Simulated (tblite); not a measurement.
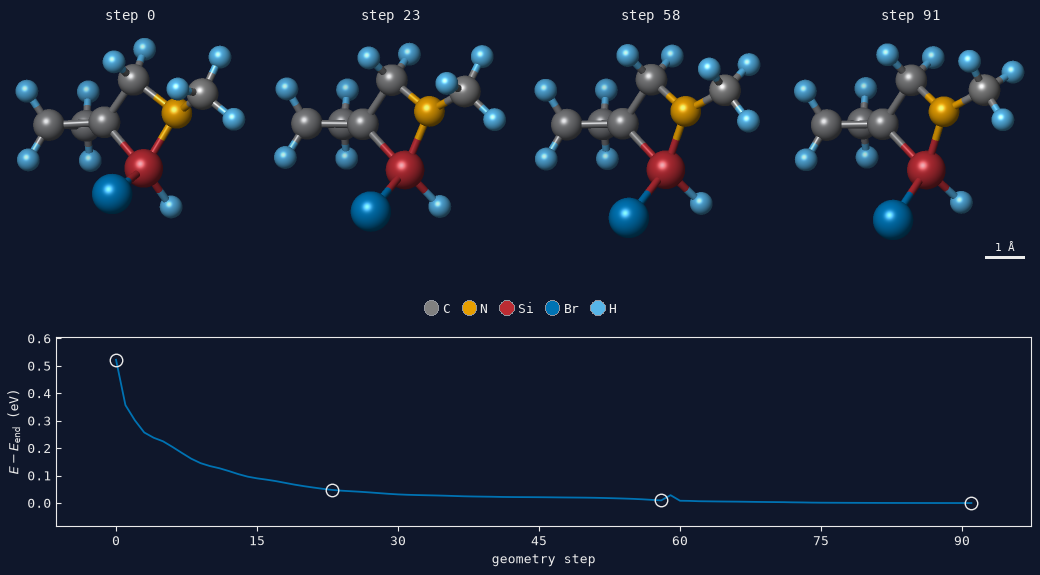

Frames of a relaxation of C₅H₁₀BrNSi, marked on the history of the run. The picture is a ball-and-stick view, seen from a free direction.

Computed with tblite 0.8.0, GFN2-xTB geometry optimisation, gas phase. 

### Describe the path.

An H atom moves most after the best rigid fit: 0.80 Å. Largest moves by element: H 0.80 Å, Br 0.75 Å, N 0.58 Å, C 0.14 Å, Si 0.09 Å. Some distances before and after: C–Si 1.800 → 1.883 Å, Br–Si 2.182 → 2.219 Å, C–C 1.486 → 1.522 Å, C–N 1.487 → 1.457 Å. Bond angles that change, for instance: Br–Si–H 116.8° → 105.1°, C–N–C 111.0° → 121.4°, C–N–Si 128.1° → 138.3°. Groups turn about C–C by about 20°. The energy falls by 0.522 eV in 91 geometry steps. From step 0 to 23: the Br atom moves most (0.47 Å), energy −0.475 eV. From step 23 to 58: an H atom moves most (0.40 Å), energy −0.038 eV. From step 58 to 91: H atoms move most (0.25 Å), energy −0.010 eV.

| step | E − E(0), eV |
| --- | --- |
| 0 | 0.0000 |
| 1 | -0.1655 |
| 2 | -0.2206 |
| 3 | -0.2652 |
| 4 | -0.2843 |
| 5 | -0.2973 |
| 6 | -0.3178 |
| 7 | -0.3396 |
| 8 | -0.3608 |
| 9 | -0.3770 |
| 10 | -0.3877 |
| 14 | -0.4262 |
| 19 | -0.4554 |
| 23 | -0.4746 |
| 27 | -0.4837 |
| 31 | -0.4923 |
| 36 | -0.4967 |
| 40 | -0.4995 |
| 44 | -0.5009 |
| 48 | -0.5022 |
| 53 | -0.5050 |
| 57 | -0.5109 |
| 61 | -0.5145 |
| 65 | -0.5170 |
| 70 | -0.5189 |
| 74 | -0.5208 |
| 78 | -0.5216 |
| 82 | -0.5221 |
| 87 | -0.5223 |
| 91 | -0.5224 |
